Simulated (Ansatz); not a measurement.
Run report: AlNH$_{6}$S, single-point calculation

AlNH$_{6}$S, computed with RKS PBE0-D4/def2-TZVPP (Ansatz 0.2.0).

The geometry is the reactant side of a reaction. The reaction was set up to form Al1–N6 and S2–H5 and to break Al1–S2 and H5–N6 (atoms counted from 1 in the order of the input); sticks are drawn by distance alone. The geometry comes from this level: PBE0-D4/def2-TZVP.

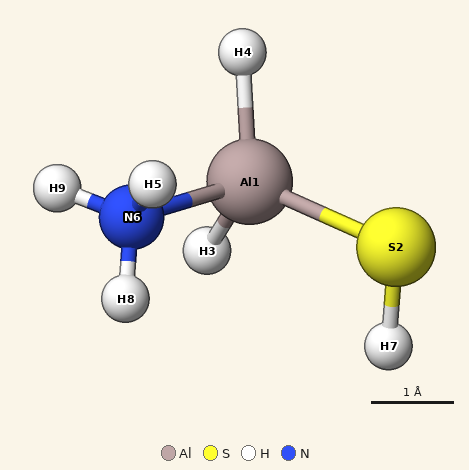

**Figure 1.** The structure as given in the input (ball-and-stick view, seen at a tilt; atoms are numbered from 1 in the order of the input). Sticks mark near contacts. Bond lengths as drawn: Al–H 1.59 to 1.60 Å, Al–N 2.05 Å, Al–S 2.24 Å, H–N 1.02 Å and H–S 1.34 Å.

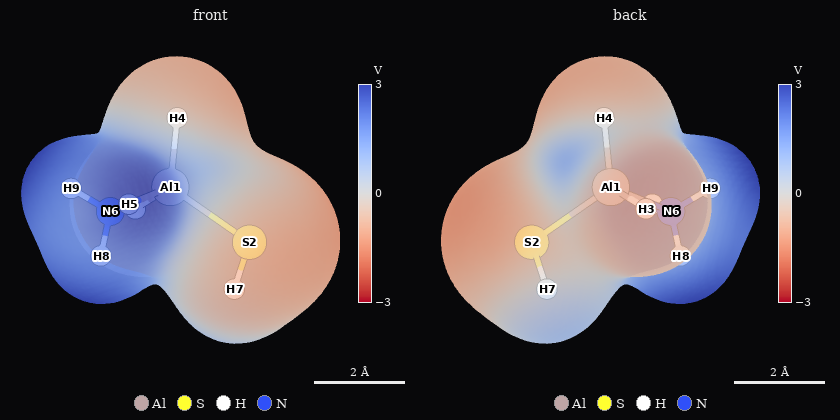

**Figure 2.** The molecular electrostatic potential painted on the density surface at 0.002 e/bohr³, seen at a tilt and from behind; red is negative and blue positive.

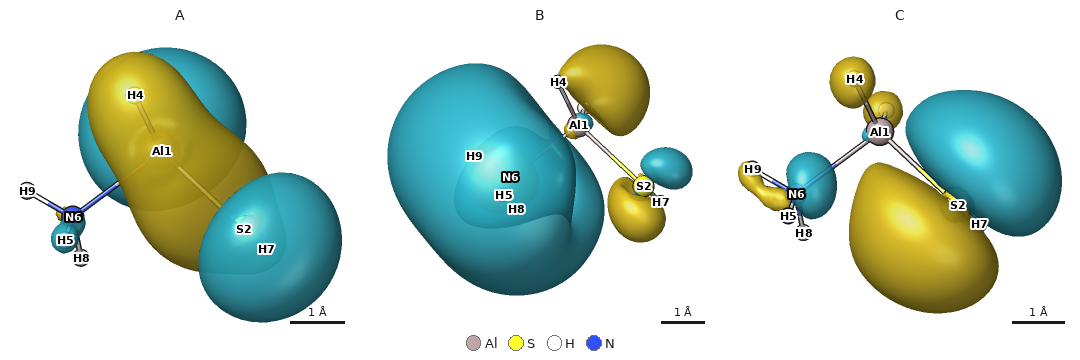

**Figure 3.** Three frontier orbitals at ±0.06 Å⁻³ᐟ² (yellow and cyan are the two phases). A is the HOMO−1 (−7.63 eV). By Hirshfeld shares it lies mainly on S2 (40 %), H3 (30 %) and Al1 (25 %). C is the HOMO (−6.78 eV). B is the LUMO (−0.29 eV). Its weight (Hirshfeld) is mainly on H9 (20 %), Al1 (20 %), H8 (20 %), H5 (15 %) and N6 (15 %). The HOMO–LUMO gap is 6.49 eV between the orbital energies.

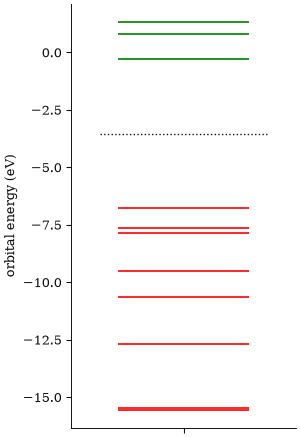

**Figure 4.** Orbital energies near the frontier; the dotted line parts filled from empty levels, and levels within 0.02 eV of each other stand side by side. Highest filled −6.78 eV, lowest empty −0.29 eV, 6.49 eV apart.

These pictures come from the run below.

The input:
```yaml
crystal:
  periodic: [false, false, false]
  atoms:
    - {symbol: Al, position_ang: [-0.549875, 0.253334, -0.736973]}
    - {symbol: S, position_ang: [1.148032, 1.691552, -0.963481]}
    - {symbol: H, position_ang: [-0.492226, -1.049537, -1.656335]}
    - {symbol: H, position_ang: [-1.934530, 0.954818, -0.372542]}
    - {symbol: H, position_ang: [-0.000216, 0.175551, 1.775776]}
    - {symbol: N, position_ang: [-0.096626, -0.567183, 1.089868]}
    - {symbol: H, position_ang: [1.937554, 0.816124, -1.606801]}
    - {symbol: H, position_ang: [0.791182, -1.057891, 1.048803]}
    - {symbol: H, position_ang: [-0.803395, -1.216668, 1.421685]}
basis:
  gaussian: {orbitals: def2-TZVPP}
hamiltonian: {xc: pbe0, dispersion: d4}
output: {orbitals: {seedname: orbitals}}
```

Launched with:
```bash
ansatz run in.yaml --threads 2 --pin off --events-out ev --progress --plain --max-ram 4352MiB
```

The program's output:
```
Functional definition: PBE0
  name "PBE0"
  cite "Adamo & Barone, J. Chem. Phys. 110, 6158 (1999) doi:10.1063/1.478522"
  cite "Perdew, Burke & Ernzerhof, Phys. Rev. Lett. 77, 3865 (1996) doi:10.1103/PhysRevLett.77.3865"
  parent pbe
  parameter a = 0.25
  parameter kappa = 0.804
  parameter beta = 0.06672455060314922
  exchange = (1 - a)*pbe_x(kappa = kappa, mu = beta*pi^2/3) + a*exact_x
  correlation = pbe_c(beta = beta)
1124 factors; their error is unknown
mean field evaluation 1: about -19009.7556 eV, gradient 5.1e1 eV
mean field evaluation 2: about -19007.5251 eV, gradient 5.9e1 eV
mean field evaluation 4: about -19014.5760 eV, gradient 1.9e0 eV
mean field evaluation 8: about -19014.5836 eV, gradient 1.0e-1 eV
mean field evaluation 16: about -19014.6033 eV, gradient 6.2e-5 eV
mean field -19014.60326856 eV, -698.7737815584 hartree, gradient 6.2e-5 eV, S^2 0.000000; 0 other end points of the search recorded, 0 dependent functions left out
reference -19014.60330140 eV, -698.7737827653 hartree; 21, 21 occupied and 178, 178 virtual orbitals, 1124 factors
Total energy: -19014.73798913 eV, -698.7787324480 hartree
```

Key numbers:

```csv
quantity,value
outcome,converged
total energy,−19014.7380 eV
mean-field energy,−19014.6033 eV
dispersion energy,−0.1347 eV
SCF solution under orbital rotations,stable
HOMO,−6.78 eV
LUMO,−0.29 eV
hardware,"2 threads of Arm Neoverse V1, 23 GiB of memory available, shared host"
wall time,2.8 s (CPU time 5.4 s)
peak memory,0.38 GiB
```
